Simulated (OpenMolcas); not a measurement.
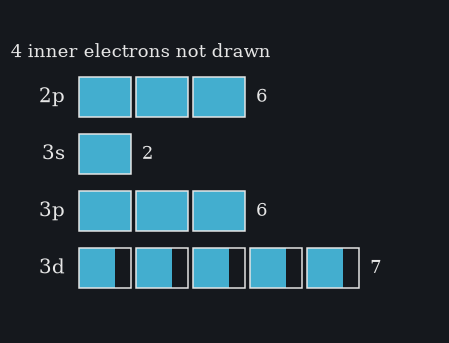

**Figure 1.** The outer shells of the leading configuration of the lowest level: a box for each of the 2l + 1 orbitals, shaded by the share of the shell that is filled, with the electron count at the right.

**Run report: Ni³⁺ complex, multiconfigurational calculation (part 1 of 2)**

System: Ni³⁺ with 4 ligands (S; tetrahedron, 2.25 Å), neutralised by 4 outer point charges of +1.2 e, whose field is part of the energies.
Method: state-averaged CASSCF, active space 7 electrons in the shell 3d, basis ANO-RCC-VTZP on the metal and ANO-RCC-VDZP on the ligands, DKH2 scalar Hamiltonian, spin-orbit coupling by RASSI with atomic mean-field integrals (OpenMolcas).

### Input file
```
&GATEWAY
Coord
5

Ni 0.0 0.0 0.0
S 1.299038 1.299038 1.299038
S 1.299038 -1.299038 -1.299038
S -1.299038 1.299038 -1.299038
S -1.299038 -1.299038 1.299038
Basis=Ni.ANO-RCC-VTZP,S.ANO-RCC-VDZP
Group=NoSym
NoMove
AngMom=0.0 0.0 0.0
AMFI
RICD
XField
4 Angstrom 0
2.800149 2.800149 2.800149 1.250000
2.800149 -2.800149 -2.800149 1.250000
-2.800149 2.800149 -2.800149 1.250000
-2.800149 -2.800149 2.800149 1.250000
&SEWARD
&RASSCF
FileOrb=start.orb
Symmetry=1
Spin=4
nActEl=7 0 0
Inactive=45
Ras2=5
CIRoot=10 10 1
SDav=10
CIMx=300
Iter=150 100
PrWF=0.3
OrbListing=Nothing
MaxOrb=0
LevShft=1.0
>>> COPY $Project.JobIph JOB001
&RASSCF
FileOrb=start.orb
Symmetry=1
Spin=2
nActEl=7 0 0
Inactive=45
Ras2=5
CIRoot=40 40 1
SDav=40
CIMx=300
Iter=150 100
PrWF=0.3
OrbListing=Nothing
MaxOrb=0
LevShft=1.0
>>> COPY $Project.JobIph JOB002
&RASSI
NrOfJobIphs=2 10 40
1 2 3 4 5 6 7 8 9 10
1 2 3 4 5 6 7 8 9 10 11 12 13 14 15 16 17 18 19 20 21 22 23 24 25 26 27
28 29 30 31 32 33 34 35 36 37 38 39 40
IphNames
JOB001
JOB002
EJob
SpinOrbit
DIPRint=1.0
SOCoupling=1000.0
Subsets=2
Property=9
'ANGMOM' 1 'ANGMOM' 2 'ANGMOM' 3 'MLTPL  1' 1 'MLTPL  1' 2 'MLTPL  1' 3
'AMFI' 1 'AMFI' 2 'AMFI' 3
SOProperty=3
'ANGMOM' 1 'ANGMOM' 2 'ANGMOM' 3
```

The file start.orb holds starting orbitals from an earlier step. A driver script formed the levels outside the program, from RASSI's spin-orbit matrix and the active-space energies, averaged over the components of each term or state.

Run as:
```bash
OMP_NUM_THREADS=1 MOLCAS_MEM=2457 MOLCAS_PROJECT=a pymolcas a.inp > a.log  # once for each step of the input, in one work folder
```

### Log (extracts)
```
--- SEWARD ---
Basis set label: NI.ANO-RCC...6S5P3D2F1G.

      Electronic valence basis set:
      ------------------
      Associated Effective Charge  28.000000 au
      Associated Actual Charge     28.000000 au
      Nuclear Model: Point charge

      Shell  nPrim  nBasis  Cartesian Spherical Contaminant
         s      21       6        X
         p      15       5        X
         d      10       3                 X
         f       6       2                 X
         g       4       1                 X
                  Relativistic Douglas-Kroll-Hess integrals:
                    - DKH order of Hamiltonian: 2
                    - DKH order of Properties : 0
                  Atomic mean-field integrals
--- RASSCF ---
Wave function specifications:
      -----------------------------

      Number of closed shell electrons          90
      Number of electrons in active shells       7
      Max number of holes in RAS1 space          0
      Max nr of electrons in RAS3 space          0
      Number of inactive orbitals               45
      Number of active orbitals                  5
      Number of secondary orbitals              81
      Spin quantum number                      1.5
      State symmetry                             1
Orbital specifications:
      -----------------------

      Symmetry species                           1
                                                 a
      Frozen orbitals                            0
      Inactive orbitals                         45
      Active orbitals                            5
      RAS1 orbitals                              0
      RAS2 orbitals                              5
      RAS3 orbitals                              0
      Secondary orbitals                        81
      Deleted orbitals                           0
      Number of basis functions                131
      Number of CSFs                            10
      Number of root(s) required                10
      Iter CI   SX   CI       RASSCF       Energy    max ROT     max BLB   max BLB  Level Ln srch  Step   QN
          iter iter root      energy       change     param      element    value   shift minimum  type update
 Nr of preliminary CI iterations:   1
      Total energies have been shifted. Add                -3000.00 au
        1   1   13    0  -114.06741671    0.00E+00  -8.18E-02   50  59 1  5.36E-01*  1.93   0.00    SX    NO
        2   1   14    0  -114.85872656   -7.91E-01* -3.27E-02   27 108 1 -1.59E-01*  1.50   0.00    SX    NO
        3   1   14    0  -115.17019335   -3.11E-01* -2.68E-02   27 108 1 -9.23E-02*  1.39   0.00    SX    NO
        4   1   14    0  -115.28425681   -1.14E-01* -1.85E-02   27 108 1 -5.01E-02*  1.30   0.00    SX    NO
        5   1   14    0  -115.32710612   -4.28E-02* -2.08E-02   27 108 1 -2.64E-02*  1.26   2.48    LS   YES
        6   1   14    0  -115.34990900   -2.28E-02* -1.12E-02   30 114 1  1.66E-02*  1.21   1.32    QN   YES
        7   1   13    0  -115.35806968   -8.16E-03* -1.12E-02   47  56 1 -1.08E-02*  1.20   2.15    LS   YES
        8   1   13    0  -115.36129691   -3.23E-03* -3.71E-03   14  97 1  1.47E-02*  1.19   1.15    QN   YES
        9   1   13    0  -115.36476292   -3.47E-03* -3.68E-03   14  97 1  7.66E-03*  1.20   2.06    LS   YES
       10   1   13    0  -115.36600590   -1.24E-03* -2.54E-03   30 114 1 -9.34E-03*  1.20   1.07    QN   YES
        ...
       19   1    8    0  -115.36746286   -1.93E-07* -7.80E-05   48  73 1 -5.55E-05   1.19   1.51    QN   YES
       20   1    7    0  -115.36746293   -6.68E-08* -4.43E-05    8  69 1 -3.19E-05   1.19   1.44    QN   YES
       21   1    7    0  -115.36746295   -2.06E-08* -2.51E-05   12  96 1  2.25E-05   1.19   1.51    QN   YES
       22   1    6    0  -115.36746296   -7.10E-09  -1.16E-05   12  96 1  1.08E-05   1.19   1.34    QN   YES
      Convergence after 22 iterations
       23   1    6    0  -115.36746296   -1.94E-09  -1.16E-05    9  70 1  5.13E-06   1.19   1.34    QN   YES
      Natural orbitals and occupation numbers for root  1
      sym 1:   1.000000   1.000000   2.000000   1.000000   2.000000
      Natural orbitals and occupation numbers for root  2
      sym 1:   1.000000   1.348163   1.348163   1.651837   1.651837
      Natural orbitals and occupation numbers for root  3
      sym 1:   1.886075   1.000000   1.886075   1.113925   1.113925
::    RASSCF root number  1 Total energy:  -3115.40678484
::    RASSCF root number  2 Total energy:  -3115.39413560
::    RASSCF root number  3 Total energy:  -3115.39413560
::    RASSCF root number  4 Total energy:  -3115.39413560
::    RASSCF root number  5 Total energy:  -3115.38336891
::    RASSCF root number  6 Total energy:  -3115.38336891
::    RASSCF root number  7 Total energy:  -3115.38336891
::    RASSCF root number  8 Total energy:  -3115.31177708
::    RASSCF root number  9 Total energy:  -3115.31177708
::    RASSCF root number 10 Total energy:  -3115.31177708
--- RASSCF ---
Wave function specifications:
      -----------------------------

      Number of closed shell electrons          90
      Number of electrons in active shells       7
      Max number of holes in RAS1 space          0
      Max nr of electrons in RAS3 space          0
      Number of inactive orbitals               45
      Number of active orbitals                  5
      Number of secondary orbitals              81
      Spin quantum number                      0.5
      State symmetry                             1
Orbital specifications:
      -----------------------

      Symmetry species                           1
                                                 a
      Frozen orbitals                            0
      Inactive orbitals                         45
      Active orbitals                            5
      RAS1 orbitals                              0
      RAS2 orbitals                              5
      RAS3 orbitals                              0
      Secondary orbitals                        81
      Deleted orbitals                           0
      Number of basis functions                131
      Number of CSFs                            40
      Number of root(s) required                40
      Iter CI   SX   CI       RASSCF       Energy    max ROT     max BLB   max BLB  Level Ln srch  Step   QN
          iter iter root      energy       change     param      element    value   shift minimum  type update
 Nr of preliminary CI iterations:   1
      Total energies have been shifted. Add                -3000.00 au
        1   1   11    0  -115.25191436    0.00E+00   1.65E-02   49  58 1 -1.42E-02*  1.26   0.00    SX    NO
        2   1   12    0  -115.25459078   -2.68E-03* -1.33E-02   49  58 1 -1.14E-02*  1.25   0.00    SX    NO
        3   1   12    0  -115.25637117   -1.78E-03* -1.12E-02   49  58 1 -8.85E-03*  1.24   0.00    SX    NO
        4   1   12    0  -115.25762804   -1.26E-03* -9.54E-03   49  58 1 -7.37E-03*  1.23   0.00    SX    NO
        5   1   11    0  -115.25853793   -9.10E-04* -4.49E-02   49  58 1 -6.11E-03*  1.22   2.50    QN   YES
        6   1   11    0  -115.26096881   -2.43E-03* -1.37E-02   34  51 1 -4.21E-03*  1.19   1.31    QN   YES
        7   1   10    0  -115.26117561   -2.07E-04* -4.02E-03   34  51 1 -2.84E-03*  1.19   1.22    QN   YES
        8   1   10    0  -115.26121279   -3.72E-05*  2.90E-03   34  51 1 -1.95E-03*  1.19   1.83    QN   YES
        9   1   10    0  -115.26124542   -3.26E-05*  1.85E-03   49  58 1  7.14E-04*  1.19   1.35    QN   YES
       10   1    9    0  -115.26125637   -1.10E-05* -1.50E-03   34  67 1 -5.73E-04*  1.19   1.36    QN   YES
       11   1    9    0  -115.26126002   -3.65E-06* -7.34E-04   34  67 1 -4.55E-04*  1.19   1.43    QN   YES
       12   1    8    0  -115.26126153   -1.51E-06*  5.65E-04   34  67 1 -2.02E-04*  1.19   1.63    QN   YES
       13   1    8    0  -115.26126229   -7.67E-07*  4.17E-04   49  74 1 -9.81E-05   1.19   1.42    QN   YES
       14   1    8    0  -115.26126252   -2.23E-07*  1.99E-04   30  51 1  7.94E-05   1.19   1.47    QN   YES
       15   1    7    0  -115.26126259   -7.13E-08*  7.08E-05   30  51 1  4.98E-05   1.19   1.49    QN   YES
       16   1    7    0  -115.26126262   -2.91E-08*  4.27E-05   34  67 1  2.45E-05   1.19   1.29    QN   YES
       17   1    6    0  -115.26126263   -8.37E-09   6.41E-05   34  67 1  1.59E-05   1.19   2.50    LS   YES
      Convergence after 17 iterations
       18   1    6    0  -115.26126262    4.81E-09   6.41E-05   30  51 1 -3.41E-05   1.19   2.50    LS   YES
      Natural orbitals and occupation numbers for root  1
      sym 1:   1.013326   1.120757   1.893055   1.106303   1.866559
      Natural orbitals and occupation numbers for root  2
      sym 1:   1.146931   1.039501   1.866559   1.053954   1.893055
      Natural orbitals and occupation numbers for root  3
      sym 1:   1.084075   1.115606   1.771428   1.176449   1.852442
::    RASSCF root number  1 Total energy:  -3115.31943701
::    RASSCF root number  2 Total energy:  -3115.31943701
::    RASSCF root number  3 Total energy:  -3115.31870917
::    RASSCF root number  4 Total energy:  -3115.31870917
::    RASSCF root number  5 Total energy:  -3115.31870917
::    RASSCF root number  6 Total energy:  -3115.31603187
::    RASSCF root number  7 Total energy:  -3115.30759497
::    RASSCF root number  8 Total energy:  -3115.30759497
::    RASSCF root number  9 Total energy:  -3115.30759497
::    RASSCF root number 10 Total energy:  -3115.29648079
::    RASSCF root number 11 Total energy:  -3115.29648079
::    RASSCF root number 12 Total energy:  -3115.29648079
::    RASSCF root number 13 Total energy:  -3115.29619053
::    RASSCF root number 14 Total energy:  -3115.29619053
::    RASSCF root number 15 Total energy:  -3115.29619053
::    RASSCF root number 16 Total energy:  -3115.29095760
::    RASSCF root number 17 Total energy:  -3115.29095760
::    RASSCF root number 18 Total energy:  -3115.28306798
::    RASSCF root number 19 Total energy:  -3115.28306797
::    RASSCF root number 20 Total energy:  -3115.28306797
::    RASSCF root number 21 Total energy:  -3115.28052966
::    RASSCF root number 22 Total energy:  -3115.28052966
::    RASSCF root number 23 Total energy:  -3115.28052966
::    RASSCF root number 24 Total energy:  -3115.27286526
::    RASSCF root number 25 Total energy:  -3115.27286526
::    RASSCF root number 26 Total energy:  -3115.27286526
::    RASSCF root number 27 Total energy:  -3115.26471274
::    RASSCF root number 28 Total energy:  -3115.26471274
::    RASSCF root number 29 Total energy:  -3115.22902001
::    RASSCF root number 30 Total energy:  -3115.22445913
```

(Continued in part 2.) Outcome of the run: converged.
